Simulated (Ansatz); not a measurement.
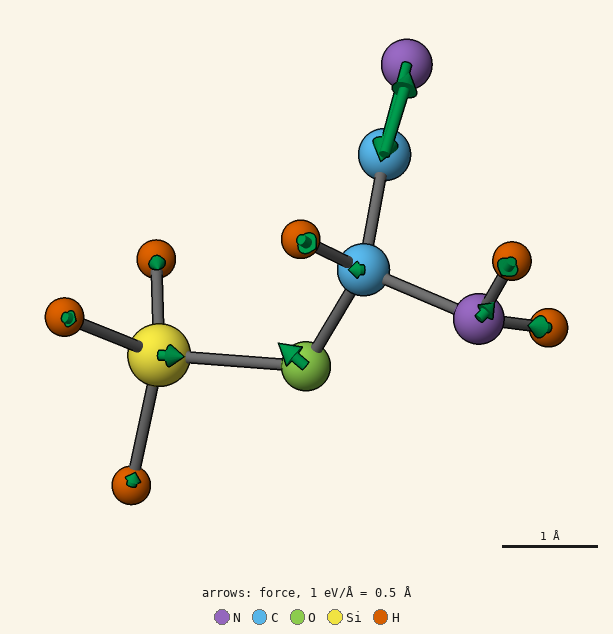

Starting geometry of C₂H₆N₂OSi with the computed forces as green arrows. The picture is a ball-and-stick view, seen at a tilt.

The start comes from PBE-D4/def2-SVP.

Theory: Ansatz, RKS PBE0-D4/def2-TZVP.

Input
```yaml
crystal:
  periodic: [false, false, false]
  atoms:
    - {symbol: N, position_ang: [-0.391258, -2.628055, -0.271059]}
    - {symbol: C, position_ang: [-0.230463, -1.546002, 0.150729]}
    - {symbol: C, position_ang: [-0.077705, -0.179172, 0.748381]}
    - {symbol: N, position_ang: [-1.000325, 0.073122, 1.822176]}
    - {symbol: O, position_ang: [-0.268458, 0.798501, -0.249479]}
    - {symbol: Si, position_ang: [0.736674, 0.992335, -1.603027]}
    - {symbol: H, position_ang: [0.956466, -0.129966, 1.172533]}
    - {symbol: H, position_ang: [-0.744641, -0.452973, 2.664296]}
    - {symbol: H, position_ang: [-1.957929, -0.184860, 1.553683]}
    - {symbol: H, position_ang: [2.171057, 1.103052, -1.152551]}
    - {symbol: H, position_ang: [0.276497, 2.262307, -2.245665]}
    - {symbol: H, position_ang: [0.606985, -0.163390, -2.556018]}
basis:
  gaussian: {orbitals: def2-TZVP}
hamiltonian: {xc: pbe0, dispersion: d4}
relax: {f_tol: 0.005, max_steps: 150}
```

Launched with:
```bash
ansatz run in.yaml --threads 4 --pin off --events-out ev --progress --plain --max-ram 10444MiB
```

What follows when this structure is relaxed?

It isn't relaxed: the largest force vector, on N1, is 2.57 eV/Å. The final displacements have little in common with the starting forces (cosine between the two patterns 0.20). After 14 accepted moves (15 points after the start) the energy has fallen by 8.44 kJ/mol. The largest force component goes from 2.4 to 0.0037 eV/Å. The line search rejected the trial step at point 3 of the run. The forces were under the threshold at step 12, but the run went on from there. The atom that moves furthest after the best rigid fit is H10 (0.11 Å). Largest moves by element: H 0.11 Å, O 0.09 Å, N 0.06 Å, C 0.05 Å, Si 0.03 Å. Near-neighbour distances that change, for instance: O5–Si6 1.697 → 1.657 Å, N1–C2 1.172 → 1.150 Å, C3–H7 1.119 → 1.099 Å, Si6–H10 1.508 → 1.488 Å.
